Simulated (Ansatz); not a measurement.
# GeH4O2S···H2: what the fields show

The calculation's input:

```
crystal:
  periodic: [false, false, false]
  atoms:
    - { symbol: Ge, position_ang: [-0.00245, 0.531003, -0.212908] }
    - { symbol: H, position_ang: [1.032691, -0.761046, 1.995088] }
    - { symbol: H, position_ang: [1.301061, -0.126232, -0.629846] }
    - { symbol: O, position_ang: [-0.825177, 1.311086, -1.55698] }
    - { symbol: H, position_ang: [-1.42422, 0.772332, -2.049024] }
    - { symbol: O, position_ang: [-1.075384, -0.742064, 0.350359] }
    - { symbol: H, position_ang: [-1.769327, -0.519084, 0.949289] }
    - { symbol: S, position_ang: [0.304524, 2.183348, 1.270894] }
    - { symbol: H, position_ang: [1.571944, 1.878485, 1.558198] }
    - { symbol: H, position_ang: [0.994837, -0.119028, 2.29783] }
basis:
  gaussian: { orbitals: def2-SVPD }
hamiltonian:
  xc: hf
relax:
  f_tol: 0.03
  max_steps: 50
output:
  orbitals: {}
```

Launched as:

```sh
ansatz run input.yaml --threads 4 --pin off --max-ram 5120MiB --backend cpu --events-out ev --progress --plain --runs-dir out
```

The fields are those of the run's last geometry, not of the input's.

These are results of Ansatz, RHF/def2-SVPD, not measurements.

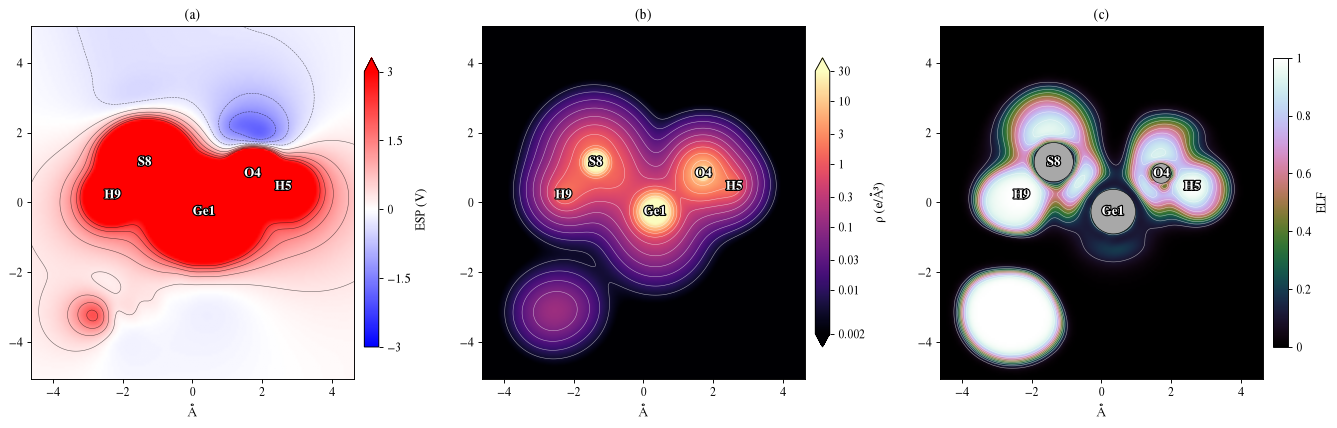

Figure 1. (a) molecular electrostatic potential; (b) total electron density; (c) ELF on the plane of atoms O4, Ge1 and S8. Grey discs cover the atomic cores in the ELF map.

Q: What do the fields say about this system?

A: Atoms in the plane: Ge, O, H and S. Ge–O (1.76 Å): ρ is about 0.99 e/Å³ halfway; the ELF peaks at about 0.85 in the valence shell of O, 0.6 Å from its nucleus, and is about 0.30 at the midpoint. Ge–S (2.22 Å): ρ at the midpoint is about 0.75 e/Å³; the ELF peaks at about 0.90 in the valence shell of S, 0.9 Å from its nucleus, and is about 0.85 at the midpoint. O–H (0.94 Å): ρ is about 3.8 e/Å³ halfway; the ELF climbs to about 1 towards the hydrogen, as it does in any bond to H; a covalent bond by its length. S–H (1.34 Å): ρ is about 1.4 e/Å³ halfway; the ELF climbs to about 1 towards the hydrogen. The ELF also peaks beside O4 and S8, away from the bonds: lone-pair regions. Outside the dense part of the complex the potential is most negative (−1.8 V) near O4.

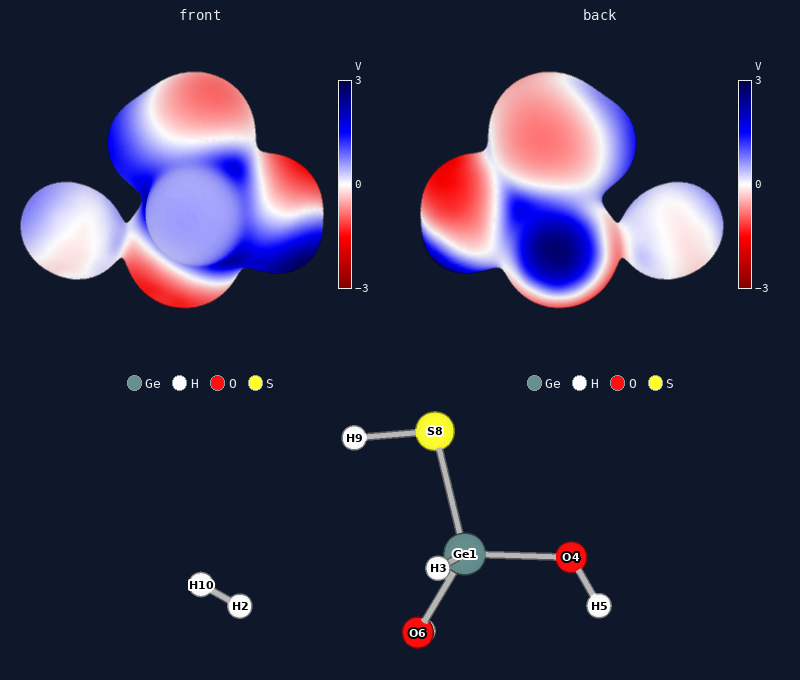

Figure 2. The electrostatic potential painted on the density surface at 0.002 e/bohr³, seen from the front and from behind; the colour scale runs from red (negative) to blue (positive). The bare structure is drawn below in the same view.

Q: Describe the electrostatic potential map.

A: The most negative region (about −1.5 V, or −35 kcal/mol for a unit charge) lies over O4, the most positive (about +2.7 V, or +62 kcal/mol for a unit charge) over H5 and H7. O4 is the likeliest acceptor of a hydrogen bond.

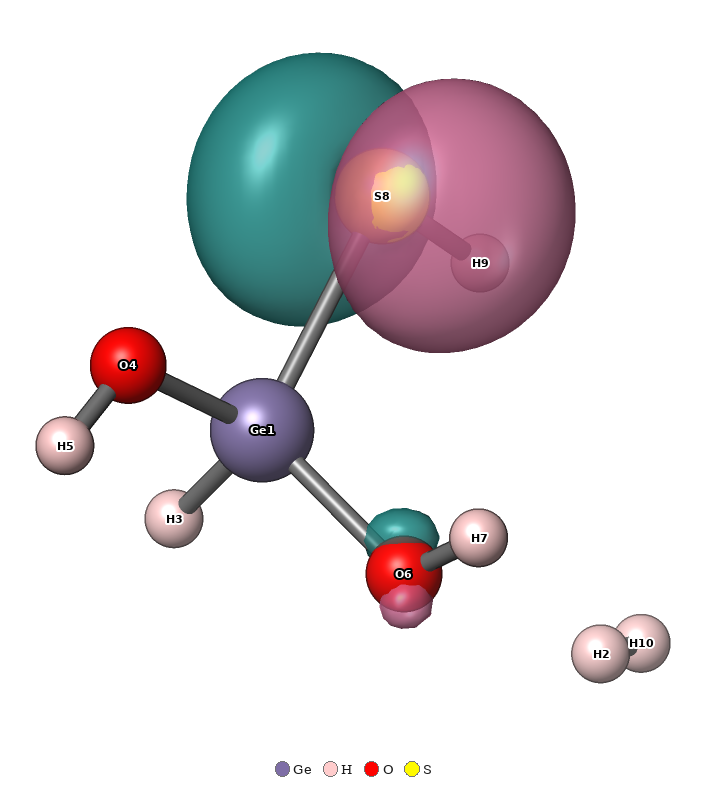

Figure 3. The HOMO at ±0.15 Å⁻³ᐟ² (teal and pink are the two phases), seen at an oblique angle.

Q: Where does this orbital lie, and at what energy?

A: It lies mainly on S8 (about 85 %); largely a lone pair of S8. Its energy is −10.58 eV.
